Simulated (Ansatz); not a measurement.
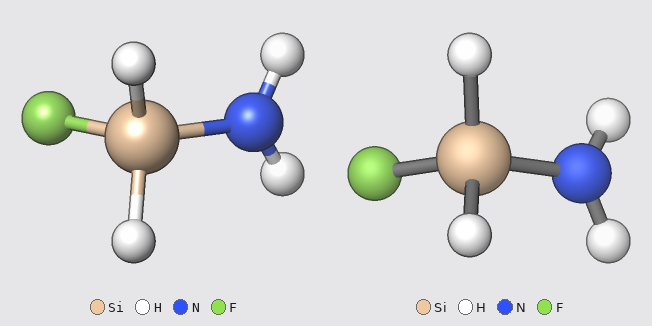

The same structure drawn twice, from different directions.

Computed geometry: PBE0-D4/def2-TZVP optimisation.

Question: Give the formula.

Answer: FH₄NSi, 7 atoms: 1 fluorine, 4 hydrogen, 1 nitrogen and 1 silicon.

Question: How many bonds of each kind are drawn?

Answer: 2 Si–H, 2 N–H, 1 F–Si, 1 N–Si. Sticks follow a distance rule.

Question: Give the symmetry (Schoenflies symbol).

Answer: Cs.

Question: How many atoms are distinct by symmetry?

Answer: 5: 1 Si, 2 H, 1 N, 1 F, 2 H.

The parts below concern this one geometry. Atoms keep their numbers from picture to picture.

### Geometry

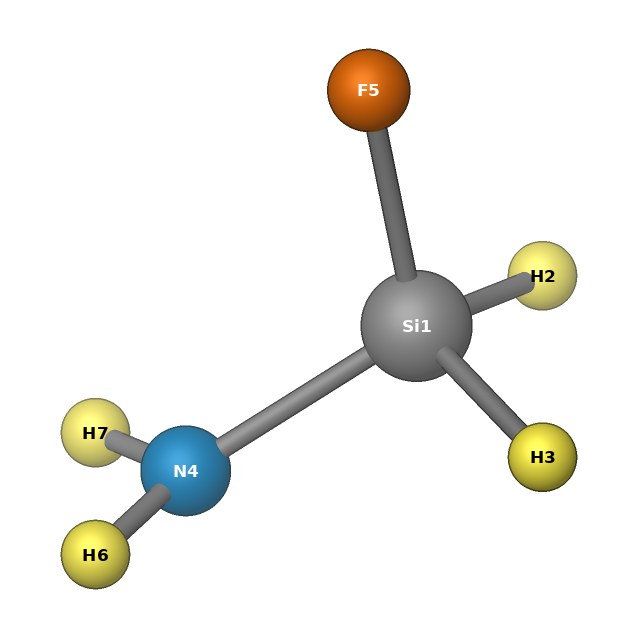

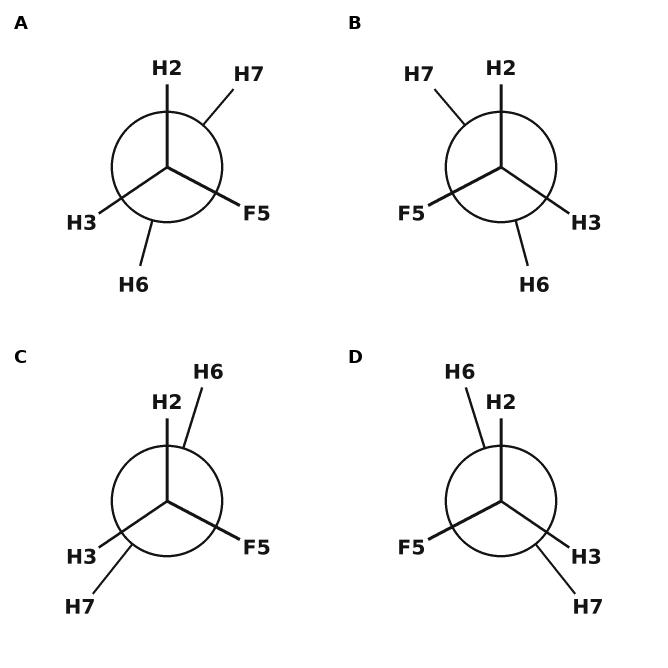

Distant atoms are faded towards the background colour. Bonds that would overlap in a projection are set slightly apart.

Question: Which Newman projection shows the view along Si1–N4, with Si1 in front?

Answer: B. The torsion angle F5–Si1–N4–H6 is −77°, synclinal (gauche).

### Dipole moment

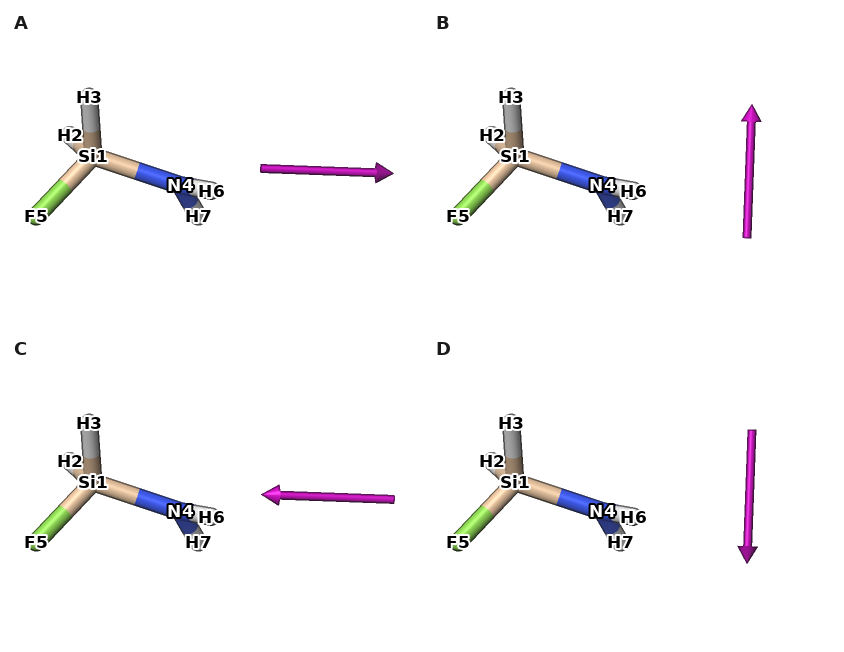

The same molecule four times, each with an arrow. Properties computed with RKS PBE0-D4/def2-TZVP (Ansatz 0.2.0).

Question: Which arrow points along the dipole moment, from the negative to the positive end?

Answer: A. The dipole moment is 1.99 D; it points from the side of F5 to the side of H6, H7 (the outermost atoms at the two ends).

### Vibrations

Harmonic vibrations computed with RKS PBE0-D4/def2-TZVP (Ansatz 0.2.0) at a stationary point of the same level.

Question: List the wavenumbers.

Answer: 15 modes: 267, 295, 381, 561, 801, 829, 899, 904, 941, 963, 1585, 2261, 2266, 3616, 3710 cm⁻¹.

### Electronic properties

Method: RKS PBE-D4/def2-TZVPP (Ansatz 0.2.0).

Question: Estimate the dispersion correction.

Answer: −9.1 kJ/mol.

### Charges

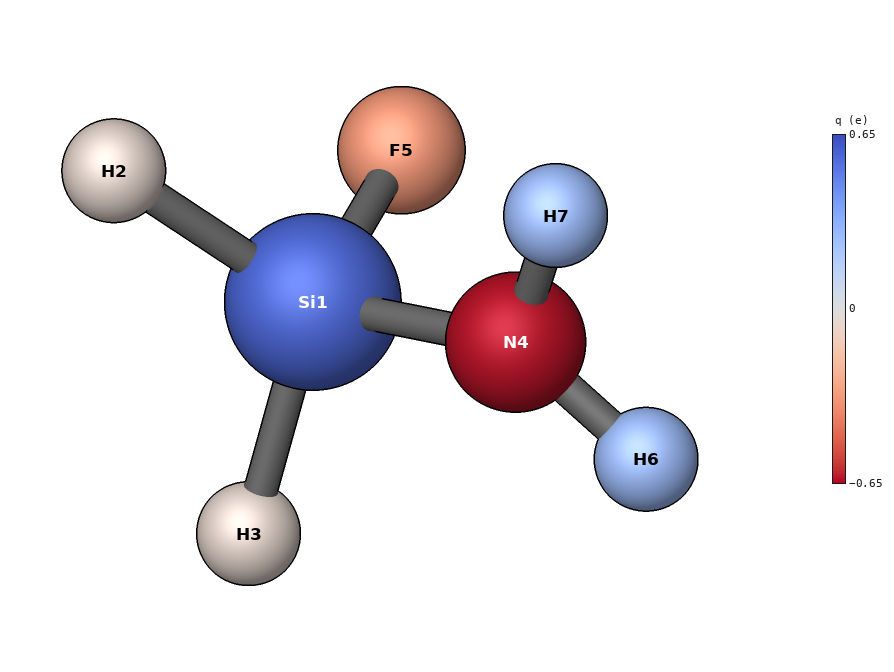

Atoms are coloured by their Mulliken charges. Level of theory: RKS PBE0-D4/def2-TZVP (Ansatz 0.2.0).

Give the Mulliken charges atom by atom.

| atom | value (e) |
| --- | --- |
| Si1 | 0.56 |
| H2 | −0.05 |
| H3 | −0.05 |
| N4 | −0.63 |
| F5 | −0.32 |
| H6 | 0.25 |
| H7 | 0.25 |

Mulliken values depend strongly on the basis set and can even reverse the polarity of a bond.
